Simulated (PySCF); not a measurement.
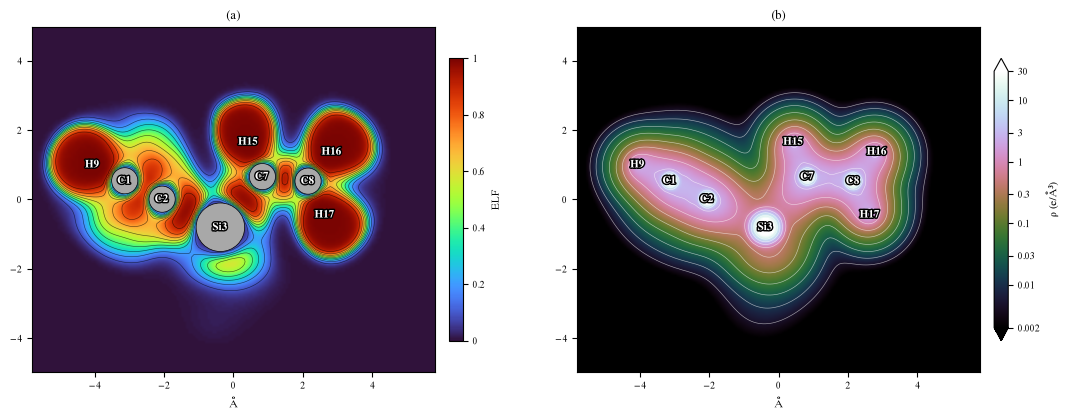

The picture shows: C$_{5}$H$_{9}$BOSi. (a) ELF; (b) total electron density on the plane of atoms C8, C7 and H15. Grey discs cover the atomic cores in the ELF map.

Geometry: GFN2-xTB.

All numbers below come from PBE0/pcSseg-1, SCF density, gas phase, non-relativistic (PySCF 2.14.0).

```yaml
atoms:
  - { symbol: C, position_ang: [1.5003, 3.1597, -1.2998] }
  - { symbol: C, position_ang: [1.3641, 2.1473, -0.6647] }
  - { symbol: Si, position_ang: [1.1144, 0.5672, 0.2935] }
  - { symbol: B, position_ang: [-0.7289, 0.3935, 0.9786] }
  - { symbol: O, position_ang: [-1.5395, -0.3871, 0.2791] }
  - { symbol: C, position_ang: [-2.8897, -0.6437, 0.5725] }
  - { symbol: C, position_ang: [1.6041, -0.7941, -0.9344] }
  - { symbol: C, position_ang: [1.5745, -2.0875, -0.6563] }
  - { symbol: H, position_ang: [1.6315, 4.0464, -1.8524] }
  - { symbol: H, position_ang: [2.1829, 0.6186, 1.3239] }
  - { symbol: H, position_ang: [-1.1300, 0.9402, 1.9560] }
  - { symbol: H, position_ang: [-3.5028, -0.2786, -0.2546] }
  - { symbol: H, position_ang: [-3.0275, -1.7234, 0.6649] }
  - { symbol: H, position_ang: [-3.2008, -0.1538, 1.4999] }
  - { symbol: H, position_ang: [1.9173, -0.4905, -1.9263] }
  - { symbol: H, position_ang: [1.8521, -2.8495, -1.3702] }
  - { symbol: H, position_ang: [1.2709, -2.4525, 0.3132] }
```

**What do the fields say about this system?**

Atoms in the plane: C, Si and H. C–C (1.20 Å): ρ is about 2.8 e/Å³ halfway; the ELF peaks at about 0.85 between the atoms (a short, multiple covalent bond). C–Si (1.86 Å): ρ is about 0.89 e/Å³ halfway; the ELF peaks at about 0.95 between the atoms; a covalent bond. C–H (1.05 Å): ρ is about 2.1 e/Å³ halfway; the ELF climbs to about 1 towards the hydrogen, as it does in any bond to H; a covalent bond by its length. C–C (1.32 Å): ρ at the midpoint is about 2.3 e/Å³; the ELF peaks at about 0.90 between the atoms; a multiple bond.
